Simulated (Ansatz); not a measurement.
## TiGa4: relaxing a made-up structure

Starting from a made-up structure for TiGa4, the aim is the relaxed cell, its shortest contacts and, where a second run follows, its electronic structure.

Program: Ansatz 0.2.0. Level of theory: DFT, PBEsol, plane-wave PAW, files of the set soft_1, scalar-relativistic, no spin, cell and ions relaxed at zero pressure; PAW set soft_1, in the first sound run; inputs show where later runs differ. Results are calculated unless marked as measured.

## (1) The structure

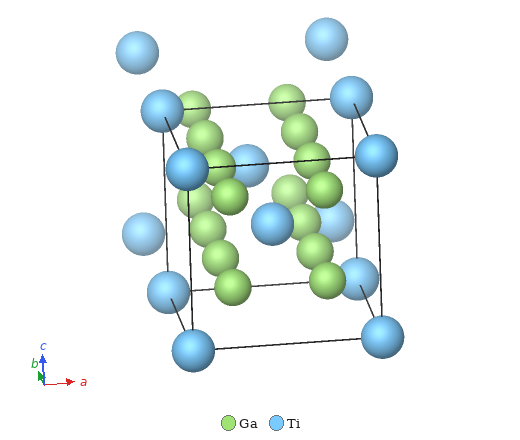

The starting structure, seen slightly off an axis (gallium green, titanium blue). 1×2×1 cells are drawn. This picture shows the conventional cell, with its axes. Some periodic images of atoms are drawn too.

Structure file:

```cif
data_structure
_symmetry_space_group_name_H-M 'P 1'
_symmetry_Int_Tables_number 1
_cell_length_a 4.9320
_cell_length_b 4.9320
_cell_length_c 4.9320
_cell_angle_alpha 109.471
_cell_angle_beta 109.471
_cell_angle_gamma 109.471
_cell_volume 92.35
loop_
_atom_site_label
_atom_site_type_symbol
_atom_site_fract_x
_atom_site_fract_y
_atom_site_fract_z
_atom_site_occupancy
Ga1 Ga 0.50000 0.50000 0.50000 1
Ga2 Ga 0.50000 0.00000 0.00000 1
Ga3 Ga 0.00000 0.50000 0.00000 1
Ga4 Ga 0.00000 0.00000 0.50000 1
Ti5 Ti 0.00000 0.00000 0.00000 1
```

## (2) Relaxation of the guess

The guess takes its coordinates from another compound and its volume from a rule, so the cell and any free coordinates are relaxed together.

input.yaml

```yaml
crystal:
  lattice:
    - [-2.8475, 2.8475, 2.8475]
    - [2.8475, -2.8475, 2.8475]
    - [2.8475, 2.8475, -2.8475]
  atoms:
    - { symbol: Ga, position: [0.5, 0.5, 0.5] }
    - { symbol: Ga, position: [0.5, 0.0, 0.0] }
    - { symbol: Ga, position: [0.0, 0.5, 0.0] }
    - { symbol: Ga, position: [0.0, 0.0, 0.5] }
    - { symbol: Ti, position: [0.0, 0.0, 0.0] }
kpoints:
  mp_grid: { grid: [7, 7, 7] }
scf:
  occupations: { method: fermi_dirac, width: 0.05 }
hamiltonian:
  xc: pbesol
  pseudopotentials: { kind: paw, azcp: { folder: soft_1 }, xc_functional: pbe }
relax:
  f_tol: 0.015
  max_steps: 70
  cell: {}
output:
  forces: true
  stress: true
```

Run with:

```sh
$ ansatz run input.yaml --threads 4 --pin off --max-ram 8192MiB --backend cpu --events-out ev --progress --plain --runs-dir out
```

Numbers of over 12 decimals in the logs are rounded to 6 here.

What it wrote:

```text
Engine: ansatz 0.2.0, aarch64-unknown-linux-gnu
Pseudopotentials: kind: paw
Pseudopotential: Ga, paw, valence charge 13, recommended cutoff 420 eV (normal), soft_1/Ga.paw.azcp
Pseudopotential: Ti, paw, valence charge 12, recommended cutoff 420 eV (normal), soft_1/Ti.paw.azcp
Functional definition: PBEsol
  exchange = pbesol_x
  correlation = pbesol_c
Crystal: 5 atoms, lattice volume = 92.353 Å³
Basis set: ecut = 420 eV, 1865 PW (Γ), exchange–correlation on 72×72×72 points (8 copies of the dense FFT grid, shifted against one another)
Bands: 39, of which v1, the nominal top of the filled ones, is band 32 counted from 1 (31 counted from 0)
Symmetry: 48 space group operations
Space group: Im-3m (ITA 229), of the structure as read, at distance tolerance 4.5e-5 Å
k-points: 20 of 343
Non-local potential: Ga, projectors of the file, l = 0: 2, l = 1: 2, l = 2: 3, l = 3: 1
Non-local potential: Ti, projectors of the file, l = 0: 3, l = 1: 2, l = 2: 3, l = 3: 1
PAW form: soft (Blöchl's): semilocal exchange-correlation on the pseudo side does not see the compensation charge
PAW frozen core: Ga, regenerated for the run's functional, and the local potential with it (the file was generated under x = pbe(κ = 0.804, μ = 0.219515), c = pbe(β = 0.066725))
PAW frozen core: Ti, regenerated for the run's functional, and the local potential with it (the file was generated under x = pbe(κ = 0.804, μ = 0.219515), c = pbe(β = 0.066725))
PAW one-centre angular grid: Ga, 590 points (default); XC on 64 Gauss nodes
PAW one-centre angular grid: Ti, 590 points (default); XC on 64 Gauss nodes
Initial density: superposition of atomic densities (chi_scale 0.1, normalization cell, long waves kept (reshape's long-wave potential 0.00 eV rms))
Initial wavefunctions: pseudopotential atomic-orbital guess
Functional: x = pbesol(κ = 0.804, μ = 0.123457), c = pbesol(β = 0.046)
SCF iter   1: F=—  HF=-17450.207492 eV  |F-HF|=—  |Δ(HF+E_count)|=         —  Δρ=1.19e-1  dr2=3.15e1  ethr=3.10e-3  ⟨swp⟩=5.7  Hψ=2588  notcnv=0  defer=4
preconditioner: auto → Kerker (q_TF=auto, 2.567 Å⁻¹)  [metal: Δε(μ)=0.007 eV  Ē_g=12.615 eV  σ=0.050 eV  W_gap=0.04  n_scr=18 (ndim 8)  ℏωp=28.9 eV  f_vac=0.000  D(μ)=8.63/eV (n_scr^D=86)]
SCF iter   2: F=—  HF=-17448.189517 eV  |F-HF|=—  |Δ(HF+E_count)|=    2.02e0  Δρ=7.65e-2  dr2=1.36e1  ethr=3.10e-3  ⟨swp⟩=2.0  Hψ=1603  notcnv=0  defer=30
SCF iter   3: F=—  HF=-17446.878646 eV  |F-HF|=—  |Δ(HF+E_count)|=    1.31e0  Δρ=3.31e-2  dr2=1.47e0  ethr=3.10e-3  ⟨swp⟩=2.6  Hψ=1439  notcnv=0  defer=30
SCF iter   4: F=—  HF=-17446.355253 eV  |F-HF|=—  |Δ(HF+E_count)|=   5.23e-1  Δρ=1.24e-2  dr2=1.50e-1  ethr=2.30e-3  ⟨swp⟩=2.1  Hψ=1598  notcnv=0  defer=26
SCF iter   5: F=—  HF=-17446.347149 eV  |F-HF|=—  |Δ(HF+E_count)|=   8.10e-3  Δρ=8.16e-3  dr2=4.84e-2  ethr=2.34e-4  ⟨swp⟩=2.1  Hψ=906  notcnv=0  defer=22
SCF iter   6: F=—  HF=-17446.344391 eV  |F-HF|=—  |Δ(HF+E_count)|=   2.76e-3  Δρ=6.57e-4  dr2=4.92e-4  ethr=7.56e-5  ⟨swp⟩=2.0  Hψ=932  notcnv=0  defer=22
SCF iter   7: F=—  HF=-17446.344525 eV  |F-HF|=—  |Δ(HF+E_count)|=   1.33e-4  Δρ=1.62e-4  dr2=1.87e-5  ethr=7.69e-7  ⟨swp⟩=2.0  Hψ=1382  notcnv=0  defer=22
SCF iter   8: F=—  HF=-17446.344535 eV  |F-HF|=—  |Δ(HF+E_count)|=   1.02e-5  Δρ=7.51e-5  dr2=4.29e-6  ethr=2.93e-8  ⟨swp⟩=2.5  Hψ=1424  notcnv=0  defer=22
SCF iter   9: F=—  HF=-17446.344535 eV  |F-HF|=—  |Δ(HF+E_count)|=   7.89e-8  Δρ=2.99e-5  dr2=1.03e-6  ethr=6.70e-9  ⟨swp⟩=1.7  Hψ=782  notcnv=0  defer=22
SCF iter  10: F=-17446.344535 eV  HF=-17446.344535 eV  |F-HF|=5.76e-9  |Δ(HF+E_count)|=   1.27e-7  Δρ=3.21e-6  dr2=1.45e-8  ethr=1.56e-10  ⟨swp⟩=2.5  Hψ=2872  notcnv=0
SCF 1 converged in 10 iterations: F = -17446.344535 eV  dr2 = 1.45e-8
  greatest PAW one-centre occupation: 0.998 electrons in one spin orbital (limit 2), on the Ti atom at site 4 (counted from 0), in its partial waves of l = 0
relax step   1: F+E_penalty+E_count = -17446.34453464 eV  Δ(F+E_penalty+E_count) = +0.000e0 eV  max|allowed force component| = 6.672e-30 eV/Å  Δτ_max = 0.0000 Å  P = +9.160 GPa  Ω = 92.353 Å³  (10 SCF iters, dr2 threshold 1.00e-7 eV, accepted)
Crystal: 5 atoms, lattice volume = 101.605 Å³
Basis set: ecut = 420 eV, 1985 PW (Γ), exchange–correlation on 72×72×72 points (8 copies of the dense FFT grid, shifted against one another)
Initial density: handed on by an earlier stage of this run
Initial wavefunctions: those handed on with the density
iter 1 solved again at ethr=1.02e-3 eV; its pass at ethr=3.10e-3 eV (dr2=6.52e-1 eV) is discarded
SCF iter   1: F=—  HF=-17446.698221 eV  |F-HF|=—  |Δ(HF+E_count)|=         —  Δρ=1.61e-2  dr2=6.52e-1  ethr=1.02e-3  ⟨swp⟩=1.4  Hψ=4056  notcnv=0
preconditioner: auto → LDOS  [metal: Δε(μ)=0.065 eV  Ē_g=13.964 eV  σ=0.050 eV  W_gap=0.31  n_scr=18 (ndim 8)  ℏωp=27.6 eV  f_vac=0.012  D(μ)=5.62/eV (n_scr^D=54)  β→1.0]
SCF iter   2: F=—  HF=-17446.618249 eV  |F-HF|=—  |Δ(HF+E_count)|=   8.00e-2  Δρ=5.92e-3  dr2=3.95e-2  ethr=1.02e-3  ⟨swp⟩=2.3  Hψ=954  notcnv=0
preconditioner: auto → Kerker (q_TF=auto, 2.526 Å⁻¹)  [metal: Δε(μ)=0.053 eV  Ē_g=13.757 eV  σ=0.050 eV  W_gap=0.26  n_scr=18 (ndim 8)  ℏωp=27.6 eV  f_vac=0.005  D(μ)=5.78/eV (n_scr^D=54)  β→0.5]
SCF iter   3: F=—  HF=-17446.619383 eV  |F-HF|=—  |Δ(HF+E_count)|=   1.13e-3  Δρ=4.66e-3  dr2=2.87e-2  ethr=6.17e-5  ⟨swp⟩=2.6  Hψ=1574  notcnv=0  defer=4
SCF iter   4: F=—  HF=-17446.615805 eV  |F-HF|=—  |Δ(HF+E_count)|=   3.58e-3  Δρ=1.10e-3  dr2=1.20e-3  ethr=4.48e-5  ⟨swp⟩=3.0  Hψ=1558  notcnv=0  defer=10
SCF iter   5: F=—  HF=-17446.615695 eV  |F-HF|=—  |Δ(HF+E_count)|=   1.10e-4  Δρ=3.79e-4  dr2=2.50e-4  ethr=1.88e-6  ⟨swp⟩=2.0  Hψ=1300  notcnv=0  defer=10
SCF iter   6: F=—  HF=-17446.615685 eV  |F-HF|=—  |Δ(HF+E_count)|=   9.49e-6  Δρ=1.69e-4  dr2=4.81e-5  ethr=3.90e-7  ⟨swp⟩=2.9  Hψ=1459  notcnv=0  defer=10
SCF iter   7: F=—  HF=-17446.615687 eV  |F-HF|=—  |Δ(HF+E_count)|=   2.14e-6  Δρ=6.34e-5  dr2=8.78e-6  ethr=7.52e-8  ⟨swp⟩=2.0  Hψ=869  notcnv=0  defer=10
SCF iter   8: F=-17446.615687 eV  HF=-17446.615687 eV  |F-HF|=1.22e-8  |Δ(HF+E_count)|=   2.73e-7  Δρ=1.11e-5  dr2=1.93e-7  ethr=7.81e-10  ⟨swp⟩=3.9  Hψ=3004  notcnv=0
SCF 2 converged in 8 iterations: F = -17446.615687 eV  dr2 = 1.93e-7
relax step   2: F+E_penalty+E_count = -17446.61568707 eV  Δ(F+E_penalty+E_count) = -2.712e-1 eV  max|allowed force component| = 9.401e-30 eV/Å  Δτ_max = 0.0000 Å  P = +0.968 GPa  Ω = 101.605 Å³  energy of the carried Pulay correction = -2.097e-3 eV  (8 SCF iters, dr2 threshold 5.00e-7 eV, accepted)
Crystal: 5 atoms, lattice volume = 102.821 Å³
iter 1 solved again at ethr=1.48e-5 eV; its pass at ethr=3.10e-3 eV (dr2=9.45e-3 eV) is discarded
SCF iter   1: F=—  HF=-17446.620726 eV  |F-HF|=—  |Δ(HF+E_count)|=         —  Δρ=1.89e-3  dr2=9.16e-3  ethr=1.48e-5  ⟨swp⟩=1.8  Hψ=3413  notcnv=0
preconditioner: auto → Kerker (q_TF=auto, 2.521 Å⁻¹)  [metal: Δε(μ)=0.054 eV  Ē_g=13.750 eV  σ=0.050 eV  W_gap=0.26  n_scr=18 (ndim 8)  ℏωp=27.4 eV  f_vac=0.005  D(μ)=5.90/eV (n_scr^D=54)]
SCF iter   2: F=—  HF=-17446.620020 eV  |F-HF|=—  |Δ(HF+E_count)|=   7.06e-4  Δρ=1.03e-3  dr2=3.04e-3  ethr=1.43e-5  ⟨swp⟩=1.0  Hψ=780  notcnv=0
SCF iter   3: F=—  HF=-17446.619679 eV  |F-HF|=—  |Δ(HF+E_count)|=   3.40e-4  Δρ=2.11e-4  dr2=3.57e-5  ethr=4.75e-6  ⟨swp⟩=1.9  Hψ=809  notcnv=0
SCF iter   4: F=—  HF=-17446.619667 eV  |F-HF|=—  |Δ(HF+E_count)|=   1.23e-5  Δρ=1.23e-4  dr2=1.35e-5  ethr=5.58e-8  ⟨swp⟩=2.0  Hψ=1353  notcnv=0
SCF iter   5: F=—  HF=-17446.619666 eV  |F-HF|=—  |Δ(HF+E_count)|=   8.25e-7  Δρ=4.21e-5  dr2=3.18e-6  ethr=2.11e-8  ⟨swp⟩=2.0  Hψ=1303  notcnv=0
SCF iter   6: F=-17446.619667 eV  HF=-17446.619667 eV  |F-HF|=1.73e-8  |Δ(HF+E_count)|=   2.81e-7  Δρ=1.13e-5  dr2=1.88e-7  ethr=7.81e-10  ⟨swp⟩=3.0  Hψ=3348  notcnv=0
SCF 3 converged in 6 iterations: F = -17446.619667 eV  dr2 = 1.88e-7
relax step   3: F+E_penalty+E_count = -17446.61966670 eV  Δ(F+E_penalty+E_count) = -3.980e-3 eV  max|allowed force component| = 9.256e-30 eV/Å  Δτ_max = 0.0000 Å  P = +0.158 GPa  Ω = 102.821 Å³  energy of the carried Pulay correction = -2.358e-3 eV  (6 SCF iters, dr2 threshold 5.00e-7 eV, accepted)
Crystal: 5 atoms, lattice volume = 103.063 Å³
iter 1 solved again at ethr=5.69e-7 eV; its pass at ethr=3.10e-3 eV (dr2=3.64e-4 eV) is discarded
SCF iter   1: F=—  HF=-17446.619776 eV  |F-HF|=—  |Δ(HF+E_count)|=         —  Δρ=3.74e-4  dr2=3.57e-4  ethr=5.69e-7  ⟨swp⟩=2.0  Hψ=3339  notcnv=0
preconditioner: auto → Kerker (q_TF=auto, 2.520 Å⁻¹)  [metal: Δε(μ)=0.060 eV  Ē_g=13.726 eV  σ=0.050 eV  W_gap=0.29  n_scr=18 (ndim 8)  ℏωp=27.4 eV  f_vac=0.004  D(μ)=5.92/eV (n_scr^D=54)]
SCF iter   2: F=—  HF=-17446.619754 eV  |F-HF|=—  |Δ(HF+E_count)|=   2.16e-5  Δρ=2.05e-4  dr2=1.21e-4  ethr=5.59e-7  ⟨swp⟩=1.0  Hψ=780  notcnv=0
SCF iter   3: F=—  HF=-17446.619741 eV  |F-HF|=—  |Δ(HF+E_count)|=   1.30e-5  Δρ=3.55e-5  dr2=1.09e-6  ethr=1.90e-7  ⟨swp⟩=1.9  Hψ=824  notcnv=0
SCF iter   4: F=—  HF=-17446.619737 eV  |F-HF|=—  |Δ(HF+E_count)|=   3.94e-6  Δρ=2.18e-5  dr2=4.79e-7  ethr=1.70e-9  ⟨swp⟩=2.0  Hψ=1356  notcnv=0
SCF iter   5: F=—  HF=-17446.619737 eV  |F-HF|=—  |Δ(HF+E_count)|=   7.87e-8  Δρ=7.50e-6  dr2=1.14e-7  ethr=7.49e-10  ⟨swp⟩=2.0  Hψ=1342  notcnv=0
SCF iter   6: F=-17446.619737 eV  HF=-17446.619737 eV  |F-HF|=3.57e-9  |Δ(HF+E_count)|=   3.26e-9  Δρ=2.35e-6  dr2=9.91e-9  ethr=9.81e-11  ⟨swp⟩=4.0  Hψ=2720  notcnv=0
SCF 4 converged in 6 iterations: F = -17446.619737 eV  dr2 = 9.91e-9
relax step   4: F+E_penalty+E_count = -17446.61973737 eV  Δ(F+E_penalty+E_count) = -7.067e-5 eV  max|allowed force component| = 7.553e-30 eV/Å  Δτ_max = 0.0000 Å  P = +0.004 GPa  Ω = 103.063 Å³  energy of the carried Pulay correction = -2.410e-3 eV  (6 SCF iters, dr2 threshold 6.28e-8 eV, accepted)
Initial wavefunctions: pseudopotential atomic-orbital guess (no wavefunctions were taken with the density)
iter 1 solved again at ethr=8.49e-8 eV; its pass at ethr=3.10e-3 eV (dr2=5.43e-5 eV) is discarded
SCF iter   1: F=—  HF=-17446.619639 eV  |F-HF|=—  |Δ(HF+E_count)|=         —  Δρ=8.39e-4  dr2=1.98e-5  ethr=8.49e-8  ⟨swp⟩=3.0  Hψ=4435  notcnv=0
preconditioner: auto → Kerker (q_TF=auto, 2.520 Å⁻¹)  [metal: Δε(μ)=0.054 eV  Ē_g=13.722 eV  σ=0.050 eV  W_gap=0.26  n_scr=18 (ndim 8)  ℏωp=27.4 eV  f_vac=0.004  D(μ)=5.93/eV (n_scr^D=54)]
SCF iter   2: F=—  HF=-17446.621034 eV  |F-HF|=—  |Δ(HF+E_count)|=   1.39e-3  Δρ=4.38e-4  dr2=9.91e-6  ethr=3.10e-8  ⟨swp⟩=2.0  Hψ=1336  notcnv=0
SCF iter   3: F=—  HF=-17446.621406 eV  |F-HF|=—  |Δ(HF+E_count)|=   3.72e-4  Δρ=9.92e-5  dr2=3.41e-7  ethr=1.55e-8  ⟨swp⟩=2.0  Hψ=1319  notcnv=0
SCF iter   4: F=—  HF=-17446.621420 eV  |F-HF|=—  |Δ(HF+E_count)|=   1.41e-5  Δρ=1.70e-5  dr2=5.24e-8  ethr=5.33e-10  ⟨swp⟩=2.0  Hψ=1331  notcnv=0
SCF iter   5: F=—  HF=-17446.621420 eV  |F-HF|=—  |Δ(HF+E_count)|=   5.24e-7  Δρ=3.07e-6  dr2=8.22e-9  ethr=8.18e-11  ⟨swp⟩=2.0  Hψ=1344  notcnv=0
SCF iter   6: F=—  HF=-17446.621420 eV  |F-HF|=—  |Δ(HF+E_count)|=   5.96e-9  Δρ=1.65e-6  dr2=1.65e-9  ethr=1.28e-11  ⟨swp⟩=2.0  Hψ=1332  notcnv=0
SCF iter   7: F=—  HF=-17446.621420 eV  |F-HF|=—  |Δ(HF+E_count)|=   4.00e-9  Δρ=3.85e-7  dr2=3.30e-10  ethr=2.58e-12  ⟨swp⟩=2.5  Hψ=1327  notcnv=0
SCF iter   8: F=—  HF=-17446.621420 eV  |F-HF|=—  |Δ(HF+E_count)|=  6.55e-11  Δρ=1.45e-7  dr2=5.50e-11  ethr=1.00e-12  ⟨swp⟩=1.0  Hψ=780  notcnv=0
SCF iter   9: F=-17446.621420 eV  HF=-17446.621420 eV  |F-HF|=3.64e-12  |Δ(HF+E_count)|=    0.00e0  Δρ=3.94e-8  dr2=3.87e-12  ethr=1.00e-12  ⟨swp⟩=3.4  Hψ=2188  notcnv=0
SCF 5 converged in 9 iterations: F = -17446.621420 eV  dr2 = 3.87e-12
relax step   5: F+E_penalty+E_count = -17446.62142020 eV  Δ(F+E_penalty+E_count) = -1.683e-3 eV  max|allowed force component| = 5.279e-30 eV/Å  Δτ_max = 0.0000 Å  P = -0.017 GPa  Ω = 103.063 Å³  stress off target by 1.66e-2 GPa  SCF on the basis re-selected at this cell (its energy is not comparable with the rows above)  (9 SCF iters)
basis re-selected at this cell: Δ(F+E_penalty+E_count) = -1.683e-3 eV, ΔP = -0.020 GPa vs the last step (what re-selecting the basis moved, of the pressure what is left beyond the Pulay correction that the steps carried, after the strain that the cell walked since its last selection, with what the two solves' SCF thresholds leave and, on support functions, any second-order correction that the steps lacked; it is no m [...]
SCF converged after 9 iterations
Free energy (F): -17446.621420 eV
Harris-Foulkes:  -17446.621420 eV  (|F-HF|=3.64e-12)
Internal energy: -17446.572215 eV  (E = F + TS)
E sigma→0 (E₀):  -17446.596818 eV
Entropy (-TS):   -0.049205 eV (-9.841 meV/atom)
Fermi energy:    8.007986 eV
--- Per-component energies (eV) ---
  E_band       = -401.998583
  E_kinetic    = 727.925777
  E_local      = -6847.197749  (includes V_loc(G=0)·N_el)
  E_nonlocal   = -319.521253
  E_hartree    = 4085.800065
  E_xc         = -368.299829
  E_vxc        = -370.793559  (∫ρ·V_xc dr)
  E_paw        = -8804.748772  (= ΣΔE_a)
  E_vpaw       = -1764.011026  (= ΣTr[D̂ρ^β])
  E_aug_tail   = -0.001052  (compensation charges beyond the density's cutoff)
  E_ewald      = -5924.120703
  E_core_change = 3.591301  (= ΣΔE_core)
  E_smearing   = -0.049205  (= −TS)
  E_closure    = 0.000000  (closes the sum)
  Σ components = -17446.621420   (vs F -17446.621420, Δ=0.00e0)
--- Forces (eV/Å), atoms counted from 1 ---
  atom   1  Ga     0.00000000     0.00000000     0.00000000
  atom   2  Ga     0.00000000     0.00000000    -0.00000000
  atom   3  Ga     0.00000000    -0.00000000     0.00000000
  atom   4  Ga     0.00000000     0.00000000    -0.00000000
  atom   5  Ti    -0.00000000     0.00000000     0.00000000
  max |Σ_I F_I| component: 3.44e-30 eV/Å
--- Stress (GPa, compression-positive) ---
       -0.016607       0.000000       0.000000
       -0.000000      -0.016607       0.000000
        0.000000      -0.000000      -0.016607
  P = ⅓ Tr σ = -0.0166 GPa (-0.166 kbar)
--- Relaxed structure (4 steps of the walk, 4 accepted, 1 SCFs on fresh bases) ---
  F+E_penalty+E_count = -17446.62142020 eV   max|allowed force component| = 5.279e-30 eV/Å   (the final SCF, on the basis selected at the relaxed cell)
  cell:  # Å, volume = 103.0629 Å³
    - [-2.953571, 2.953571, 2.953571]
    - [2.953571, -2.953571, 2.953571]
    - [2.953571, 2.953571, -2.953571]
  atoms:
    - { symbol: Ga, position: [0.5, 0.5, 0.5] }
    - { symbol: Ga, position: [0.5, 0.0, 0.0] }
    - { symbol: Ga, position: [0.0, 0.5, 0.0] }
    - { symbol: Ga, position: [0.0, 0.0, 0.5] }
    - { symbol: Ti, position: [0, 0, 0] }
```

Wall time 6.4 s (4 threads of Arm Neoverse V2, shared host); peak memory 0.44 GiB; 22 s of CPU time.

Step by step:

| step | energy less that of the first step (eV) | largest force component (eV/Å) | pressure (GPa) | volume (Å³) |
| --- | --- | --- | --- | --- |
| 1 | 0.0000 | 0.0000 | 9.16 | 92.35 |
| 2 | -0.2712 | 0.0000 | 0.97 | 101.61 |
| 3 | -0.2751 | 0.0000 | 0.16 | 102.82 |
| 4 | -0.2752 | 0.0000 | 0.00 | 103.06 |
| 5* | -0.2769 | 0.0000 | -0.02 | 103.06 |

Relaxation steps marked * repeat the geometry before them on a plane-wave basis chosen anew for their cell, so energy and pressure can jump there.

Forces are held to the 48 operations that the run works with; a distortion that breaks them can't arise in this run.

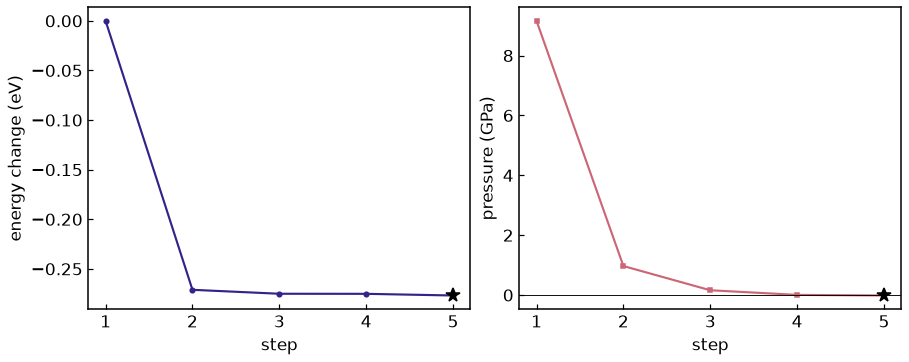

Energy and pressure along the relaxation. Stars mark steps on a basis chosen anew.

| conventional cell, symmetrised | before | after | change |
| --- | --- | --- | --- |
| a (Å) | 5.695 | 5.907 | +3.7 % |
| b (Å) | 5.695 | 5.907 | +3.7 % |
| c (Å) | 5.695 | 5.907 | +3.7 % |
| volume (Å³/atom) | 18.47 | 20.61 | +11.6 % |

The relaxed structure:

```xyz
5
Lattice="-2.9536 2.9536 2.9536 2.9536 -2.9536 2.9536 2.9536 2.9536 -2.9536" Properties=species:S:1:pos:R:3 pbc="T T T"
Ga    1.4768    1.4768    1.4768
Ga   -1.4768    1.4768    1.4768
Ga    1.4768   -1.4768    1.4768
Ga    1.4768    1.4768   -1.4768
Ti    0.0000    0.0000    0.0000
```

This step gave:

| Property | Result |
| --- | --- |
| free energy | -17446.6214 eV |
| energy at zero smearing | -17446.5968 eV |
| smearing term TS | 0.04920 eV |
| Fermi energy | 8.008 eV |
| electrons | 64 |
| symmetry operations | 48 |
| pressure | -0.01661 GPa |

Shortest distances by pair of elements, guess and relaxed (not always the same contact):

| pair | guess (Å) | relaxed (Å) |
| --- | --- | --- |
| Ga–Ti | 2.466 | 2.558 |
| Ga–Ga | 2.848 | 2.954 |
| Ti–Ti | 4.932 | 5.116 |

The relaxation ends with a pressure of -0.02 GPa.

[end of part 1 of 2]

[Logs are printed without paths, hosts, clocks, repeated set-up lines and the standing remarks that a program may print on its own settings, such as how far it seeks lower states.]

[Hosts, paths, dates, database ids (printed as entryN), source tags and the programs' standing remarks are cut or masked in the printed files.]
